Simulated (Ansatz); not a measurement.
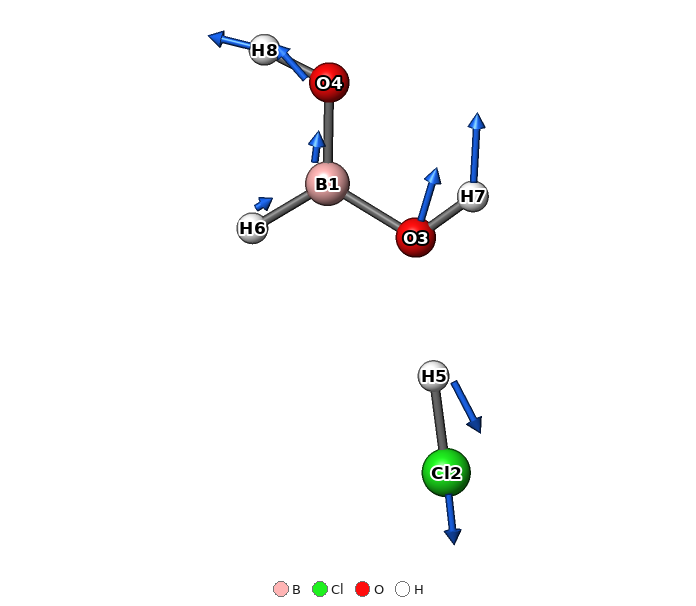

The arrows show one normal mode. Harmonic vibrations computed with RKS PBE0-D4/def2-TZVP (Ansatz 0.2.0) at a stationary point of the same level.

Estimate its harmonic wavenumber.

125 cm⁻¹; it is mode 3 of 18 counted from the lowest.
